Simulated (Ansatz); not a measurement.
## Electronic structure of FH3N2Si (charge +1, doublet) in real space

```xyz
7

F     2.0300    0.6594    0.6078
N     0.4317   -0.5727    2.0864
N     0.0747   -1.1299    0.9539
Si    1.8061    0.7583    2.2221
H    -0.0951   -0.9165    2.8969
H    -0.6619   -1.8369    0.9139
H     0.5664   -0.8264    0.1075
```

Geometry: B3LYP-D3(BJ)/def2-SVP.

Computed with isolated molecule in a Gaussian basis; Kohn-Sham density functional theory, functional PBE0 in Ansatz 0.2.0.

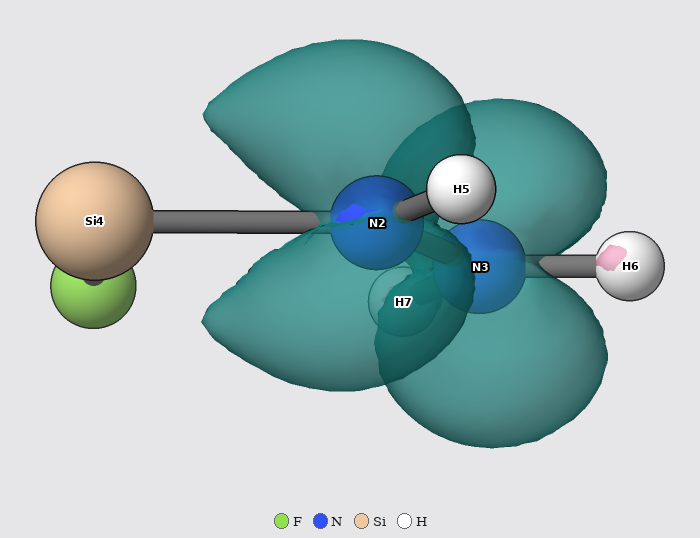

Figure 1. Isosurfaces of the spin density at +0.03 (teal) and −0.03 e/Å³ (pink), seen from one side.

Describe the spin distribution.

Answer. The unpaired spin (1 electron) lies mostly on N3 (about 0.5), N2 (about 0.4) and Si4 (about 0.1), in electrons by Hirshfeld's partition.

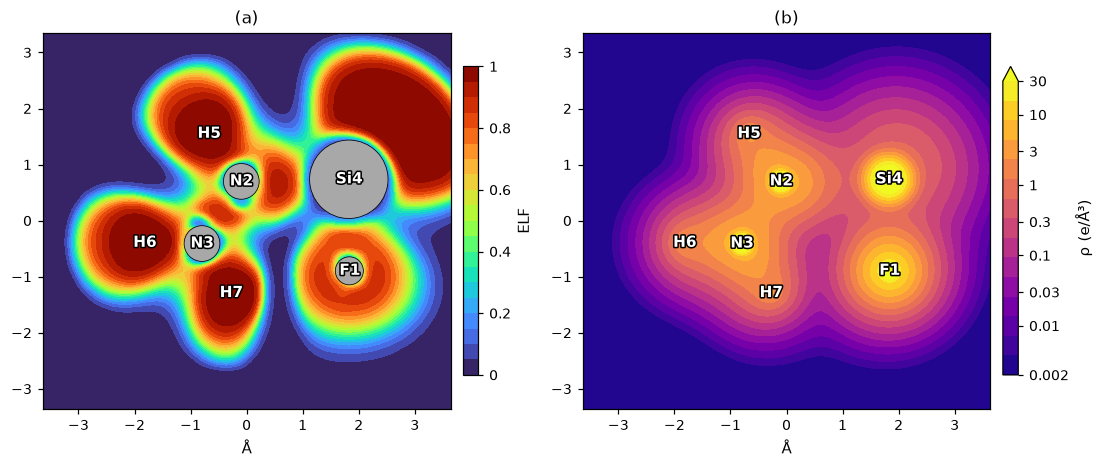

Figure 2. (a) electron localisation function; (b) total electron density on the molecular plane. Grey discs cover the atomic cores in the ELF map.

What does the map show?

Answer.
- Atoms in the plane: F, N, Si and H.
- N–N (1.31 Å): ρ at the midpoint is about 2.7 e/Å³; the ELF peaks at about 0.90 between the atoms; localised, covalent bonding.
- Si–F (1.63 Å): ρ is about 1.1 e/Å³ halfway; the ELF peaks at about 0.85 in the valence shell of F, 0.6 Å from its nucleus, and is about 0.40 at the midpoint.
- Si–N (1.92 Å): the density is about 0.77 e/Å³ at the midpoint; the ELF peaks at about 0.95 between the atoms; a shared but strongly polarised pair.
- N–H (1.02 Å): ρ is about 3 e/Å³ halfway; the ELF climbs to about 1 towards the hydrogen, as it does in any bond to H (an ordinary covalent bond to hydrogen).
- The ELF also peaks beside F1 and Si4, away from the bonds: non-bonding electrons, paired or unpaired.

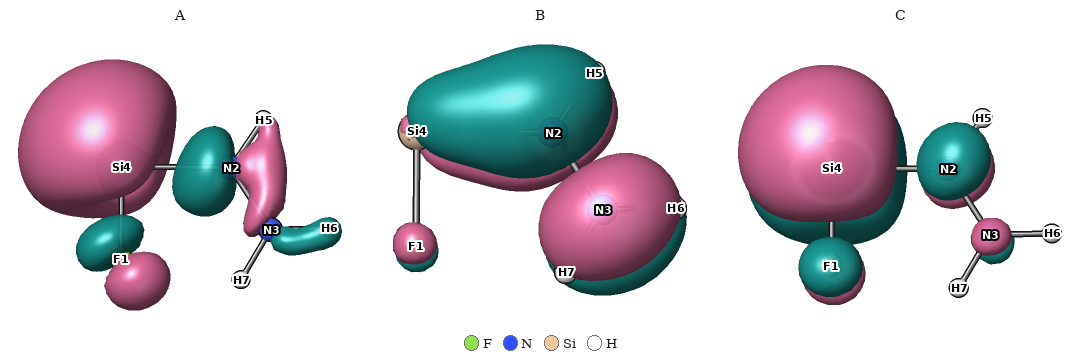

Figure 3. Three frontier orbitals at ±0.1 Å⁻³ᐟ² (teal and pink are the two phases), in no order.

Order the three orbitals by energy and name them. All are α orbitals.

Answer. A is the HOMO−1 (α) (−13.68 eV). Its weight (Hirshfeld) is mainly on Si4 (about 75 %), N2 (about 10 %) and F1 (about 10 %); it is symmetric in the molecular plane (an in-plane orbital: σ, lone-pair or in-plane π type). B is the HOMO (α) (−13.09 eV). By Hirshfeld shares it lies mainly on N2 (about 40 %) and N3 (about 40 %); it changes sign across the molecular plane (π type); π-antibonding (a node) across N2–N3. C is the LUMO (α) (−7.31 eV). It lies mainly on Si4 (about 80 %), N2 (about 10 %) and F1 (about 5 %); it changes sign across the molecular plane (π type).

What is the gap between the highest occupied and lowest empty α orbitals?

Answer. 5.78 eV between the orbital energies.
